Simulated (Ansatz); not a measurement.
Partial pair distribution functions of a relaxed model of amorphous Hf₁₈O₃₉La₂, broadened by 0.06 Å; density 8.65 g/cm³. Method: PBE, scalar-relativistic without spin-orbit coupling (plane waves to 420 eV, PAW; Ansatz, an electronic-structure program).

The cell was made by melting and quenching with the CHGNet potential and then relaxed with DFT. O atoms were pushed apart under 1.9 Å during the dynamics, to hinder bonds among them. The hot cell started wider than the set density and was brought back towards it in steps. It is the lowest in DFT energy of 2 quenches. It is a model cell: composition and starting density were chosen by hand, and all elements were melted together. No dispersion term was used. Its density started from a set value of 8.75 and ended at 8.65 g/cm³. The quench (nominally 450 K/ps over its main leg) was far faster than any real one, so the model tends to hold more defects than a real film. Values belong to this one cell and scatter from quench to quench. Volume and shape were free in the relaxation.

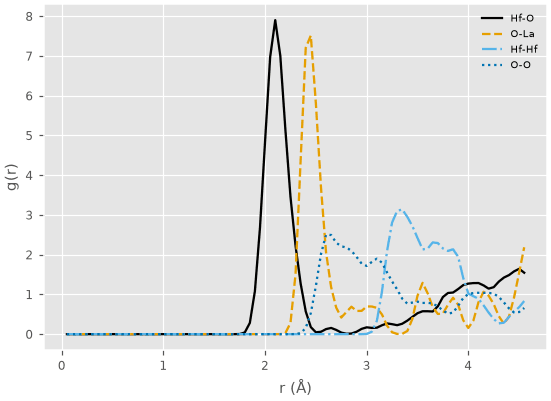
Figure. Partial pair distribution functions

Highest peaks under 4.5 Å: Hf-O near 2.10 Å, O-La near 2.45 Å, Hf-Hf near 3.35 Å, O-O near 2.60 Å; pairs of few atoms are noisy.

Within 2.76 Å each Hf has 6.22 O neighbours on average.
